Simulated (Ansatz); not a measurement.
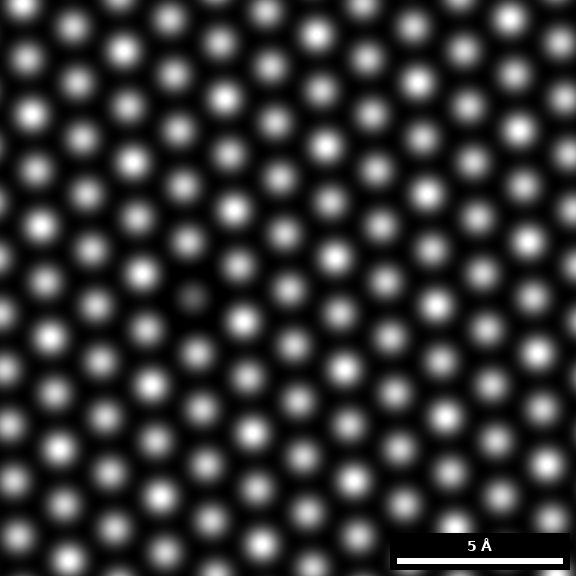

HAADF-like image of Zn₃GeO (Pm-3m, No. 221) along [111]. The image is simulated as a sum over atoms of Z^1.8, blurred by a 0.80 Å probe (no channelling). The probe carries 25 % of its weight in a tail 2.5 times as wide.

The sample is 2 repeats (14.4 Å) thick. One point defect was put into the perfect crystal, without relaxing the atoms around it. Brightness is counted from the darkest point of the image. Host structure: coordinates from a relaxation with Ansatz, DFT PBEsol, scalar-relativistic, plane waves, PAW; the starting structure was generated, so it need not be a known form of this composition.

Question: Where is the defect (in Å from the left and the top edge), and what does its contrast suggest?

Answer: At about 6 Å from the left and 9 Å from the top. The column is dimmer, which points to a vacancy or a lighter atom. The column holds 2 atoms (Zn) through the sample, and one Zn atom is missing, so its peak drops to about 45 % of that of its equals.
